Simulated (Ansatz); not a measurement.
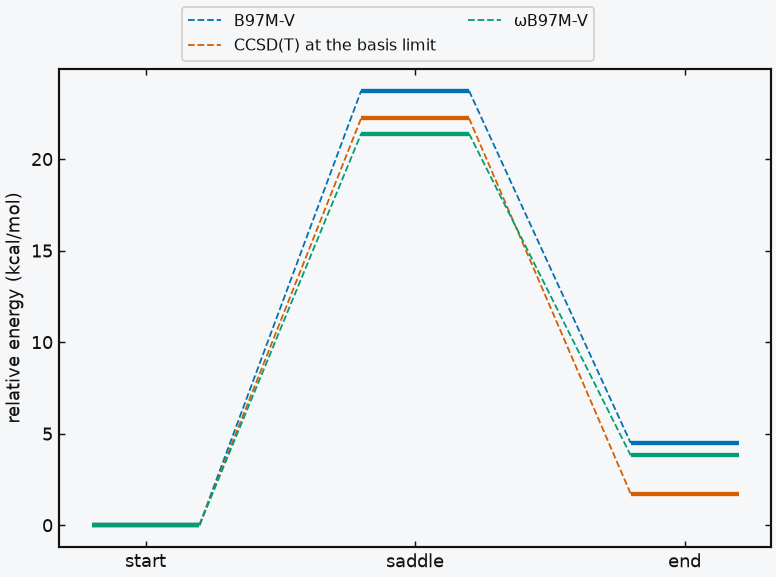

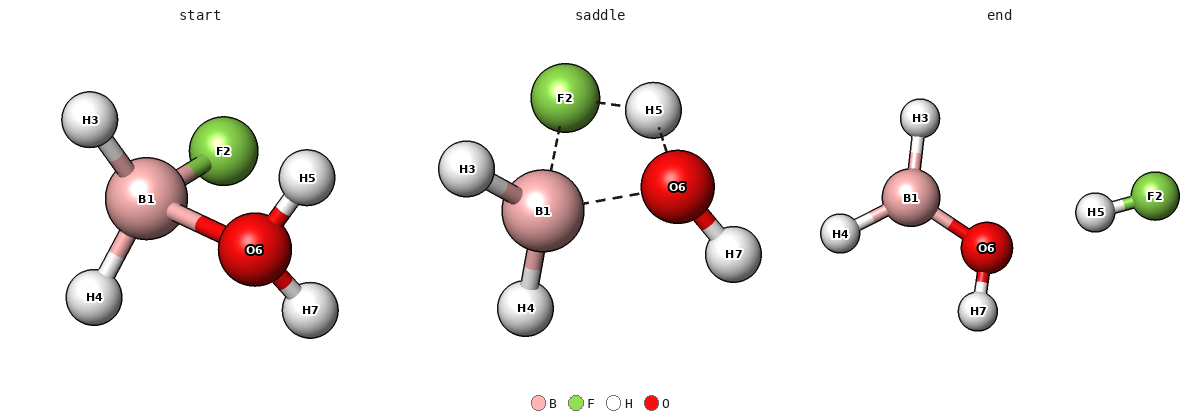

One elementary step of BH₄OF: start, first-order saddle point (changing pairs dashed) and end. Electronic energies at PBE0-D4/def2-TZVP geometries, energies in def2-TZVPP, the Ansatz code; cores frozen in correlated methods, no zero-point terms. Start and end are the structures at the ends of the path (complexes, where there are several molecules). The limit is the MP2 basis limit plus CCSD(T) less MP2 in triple zeta. Lines between the levels only guide the eye.

In the step F2–H5 (2.57 → 1.10 → 0.94 Å) forms; B1–F2 (1.38 → 1.67 → 3.66 Å) and H5–O6 (0.97 → 1.29 → 1.72 Å) break; B1–O6 (1.72 → 1.50 → 1.36 Å) shortens (lengths at start, saddle and end; changes of bond order aren't listed).

### What are the heights of saddle and end over the start, in kcal/mol?

| level | barrier | reverse barrier | step energy |
| --- | --- | --- | --- |
| B97M-V | 23.7 | 19.2 | 4.5 |
| CCSD(T) at the basis limit | 22.2 | 20.5 | 1.7 |
| ωB97M-V | 21.4 | 17.6 | 3.8 |
